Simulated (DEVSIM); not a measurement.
Device: W/Si3N4/n-Si capacitor, at 400 K.

```csv
layer (left to right),material,thickness (nm),Nd (cm⁻³)
1,Si3N4,2.50,-
2,Si,1200,2.4e17
```

Metal gate on the left, work function 4.6 eV. Fixed charge at the semiconductor interface 9.1e10 cm⁻² (in units of +e); no interface traps.

The device is made up for the run: typed textbook-type constants, with dimensions and the other settings drawn at random. Values at 300 K; Nc and Nv go as T^1.5, mobilities as T to minus their exponent, the gap by Varshni's rule with the affinity fixed.

| parameter | Si3N4 | Si |
|---|---|---|
| gap (eV) | 5.1 | 1.124 |
| affinity (eV) | 2.1 | 4.05 |
| permittivity | 7.5 | 11.7 |
| Nc (cm⁻³) | - | 2.86e19 |
| Nv (cm⁻³) | - | 3.1e19 |
| Varshni α (eV/K) | - | 0.000473 |
| Varshni β (K) | - | 636 |

DEVSIM, 1D Poisson equation in equilibrium, Boltzmann statistics, complete ionisation; no quantum confinement or tunnelling. Metal contacts follow the ideal Schottky-Mott rule: no Fermi-level pinning, no interface dipoles.

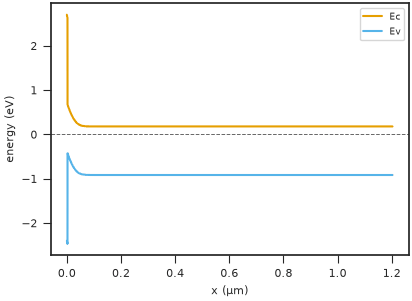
Figure. Band edges at -0.2 V on the gate

Energies count from the Fermi level of the right contact; mesh points crowd at the junctions.

```csv
x (μm),Ec (eV),Ev (eV),n (cm⁻³),p (cm⁻³),field (V/cm)
0.000,2.700,-2.400,< 1e2,< 1e2,-310000
0.0007695,2.676,-2.424,< 1e2,< 1e2,-310000
0.001540,2.652,-2.448,< 1e2,< 1e2,-310000
0.002275,2.630,-2.470,< 1e2,< 1e2,-310000
0.003548,0.654,-0.443,2.6e11,1.3e14,-180000
0.005542,0.618,-0.478,7.1e11,4.5e13,-170000
0.009334,0.555,-0.541,4.4e12,7.2e12,-160000
0.01997,0.407,-0.689,3.3e14,9.8e10,-120000
0.03677,0.258,-0.839,2.5e16,1.3e9,-59000
0.06874,0.184,-0.913,2.1e17,1.5e8,-4100
0.1253,0.180,-0.917,2.4e17,1.3e8,-13
0.2901,0.180,-0.917,2.4e17,1.3e8,≈ 0
0.5505,0.180,-0.917,2.4e17,1.3e8,≈ 0
0.8538,0.180,-0.917,2.4e17,1.3e8,≈ 0
1.054,0.180,-0.917,2.4e17,1.3e8,≈ 0
1.125,0.180,-0.917,2.4e17,1.3e8,≈ 0
1.162,0.180,-0.917,2.4e17,1.3e8,≈ 0
1.181,0.180,-0.917,2.4e17,1.3e8,≈ 0
1.194,0.180,-0.917,2.4e17,1.3e8,≈ 0
1.199,0.180,-0.917,2.4e17,1.3e8,≈ 0
1.201,0.180,-0.917,2.4e17,1.3e8,≈ 0
1.202,0.180,-0.917,2.4e17,1.3e8,≈ 0
```
